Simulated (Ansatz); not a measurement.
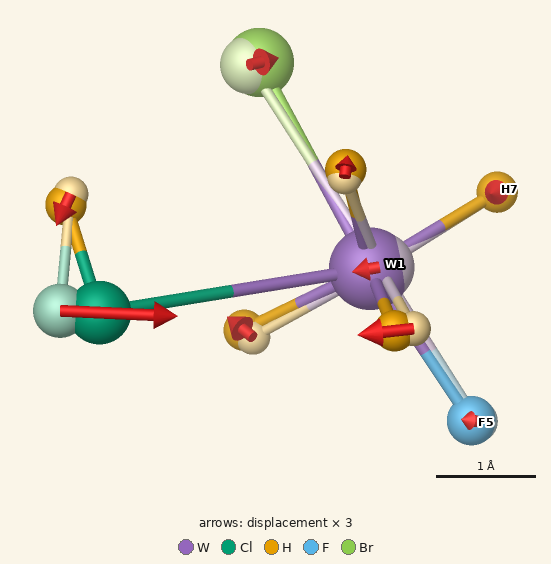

This is a relaxation of WH5BrClF. The starting structure is drawn faded, the final one solid; red arrows show the displacements, 3 times their true length. The two geometries are superimposed by the best rigid fit.

The picture is a ball-and-stick view, seen at a tilt.

The run prepares an end point of a later path (reaction) calculation, from a guessed geometry.

Level of theory: Ansatz, RKS B3LYP-D4/def2-SVP.

The input:
```yaml
crystal:
  periodic: [false, false, false]
  atoms:
    - { symbol: W, position_ang: [0.038256, 0.194069, -0.281437] }
    - { symbol: Cl, position_ang: [0.369454, 0.350562, 3.284293] }
    - { symbol: H, position_ang: [1.337674, -0.630969, 0.400059] }
    - { symbol: H, position_ang: [-0.735798, 1.3434, 0.665732] }
    - { symbol: F, position_ang: [-1.669931, -0.24416, -0.971188] }
    - { symbol: H, position_ang: [-0.162072, -1.402638, 0.194101] }
    - { symbol: H, position_ang: [0.400235, 0.522005, -1.894553] }
    - { symbol: Br, position_ang: [1.923661, 1.869975, 0.109626] }
    - { symbol: H, position_ang: [1.314823, 1.066955, 2.669567] }
basis:
  gaussian: { orbitals: def2-SVP }
hamiltonian:
  xc: b3lyp
  dispersion: d4
relax:
  f_tol: 0.03
  max_steps: 50
```

Launched with:
```bash
ansatz run input.yaml --threads 4 --pin off --max-ram 5120MiB --backend cpu --events-out ev --progress --plain --runs-dir out
```

### What happened in the run?

Over 6 accepted moves (8 points after the start) the energy falls by 1.94 kcal/mol. The largest force component goes from 0.73 to 0.019 eV/Å. The line search rejected the trial steps at points 2, 5 of the run. The atom that moves furthest after the best rigid fit is Cl2 (0.40 Å). By element the largest moves are Cl 0.40 Å, H 0.19 Å, Br 0.13 Å, W 0.10 Å, F 0.06 Å. Some distances before and after: W1–Cl2 3.584 → 3.147 Å, Cl2–H9 1.336 → 1.297 Å, W1–Br8 2.553 → 2.518 Å, W1–H7 1.685 → 1.690 Å. Among the angles between lasting bonds that change: H3–W1–H7 108.5° → 101.2°, H3–W1–H4 117.6° → 121.9°, H4–W1–F5 87.0° → 90.4°.

Limits of the set-up: the start holds two separate molecules, 2.8 Å apart at their closest, whose relative position is a soft coordinate.
